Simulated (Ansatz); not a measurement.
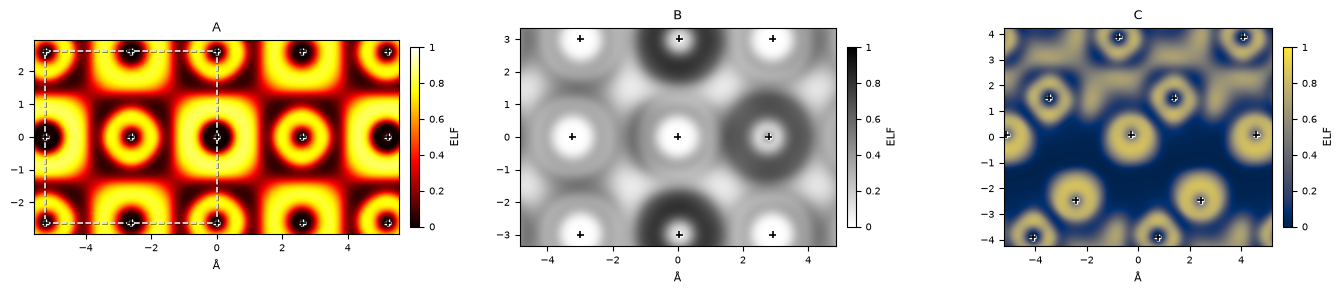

The electron localisation function of 3 systems, each on a plane through atoms (crosses mark nuclei in the plane).

All numbers below come from DFT PBE, scalar-relativistic, plane waves, PAW in Ansatz 0.2.0.

System 1: Sn₄AsSe, the (11̄0) plane of the conventional cell. Space group P4mm; a generated structure, not necessarily the stable one; computed without spin polarisation.

```
Sn As Se
1.0
     4.25215    0.00000    0.00000
     0.00000    4.25215    0.00000
     0.00000    0.00000    9.00387
Sn As Se
4 1 1
Direct
  0.50000 0.50000 0.34201
  0.00000 0.00000 0.66582
  0.50000 0.50000 0.98269
  0.00000 0.00000 0.00969
  0.50000 0.50000 0.65199
  0.00000 0.00000 0.34781
```

System 2: Sc₄BP₃, the (001) plane of the conventional cell. Space group I4/mmm; a generated structure, not necessarily the stable one.

System 3: TaF, the (010) plane of the conventional cell. Space group C2/m; a generated structure, not necessarily the stable one; changed on purpose from its base cell (volume × 0.91, shape and atoms relaxed); computed pressure about 2 GPa in this cell.

Q: Match each panel to its system.

A: Panel A is system 2, Sc₄BP₃: the plane holds Sc, B and P. Sc–P (2.62 Å): the ELF peaks at about 0.85 in the valence shell of P, 0.9 Å from its nucleus, and is about 0.45 at the midpoint. Panel B is system 1, Sn₄AsSe: the plane holds Sn, As and Se. Sn–As (2.79 Å): the ELF peaks at about 0.65 in the valence shell of As, 1.2 Å from its nucleus, and is about 0.60 at the midpoint. Panel C is system 3, TaF: the plane holds Ta and F. Ta–F (2.20 Å): the ELF peaks at about 0.80 in the valence shell of F, 0.6 Å from its nucleus, and drops to about 0.10 between the two atoms: no shared electron pair shows on this line.
